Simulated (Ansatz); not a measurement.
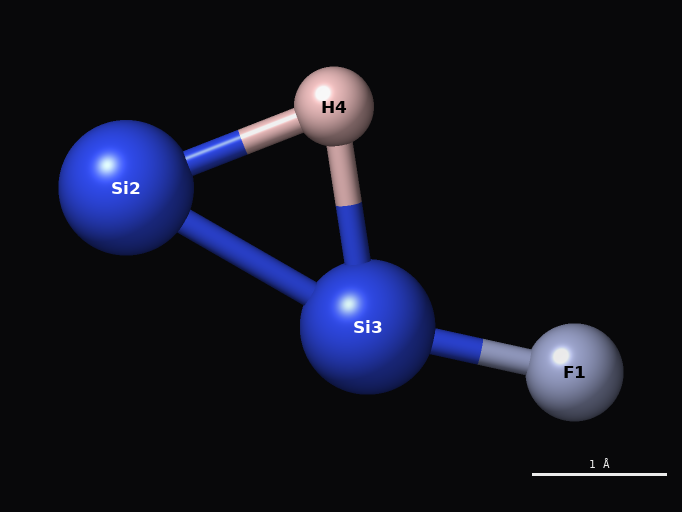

Numbered structure. The computed structure is the end point of a PBE0-D4/def2-TZVP optimisation. No frequency run is at hand to confirm it as a minimum.

Which bond is the longest?

Si2–Si3, 2.104 Å.

What is the dihedral angle F1–Si3–H4–Si2?

180° in size, that is anti.
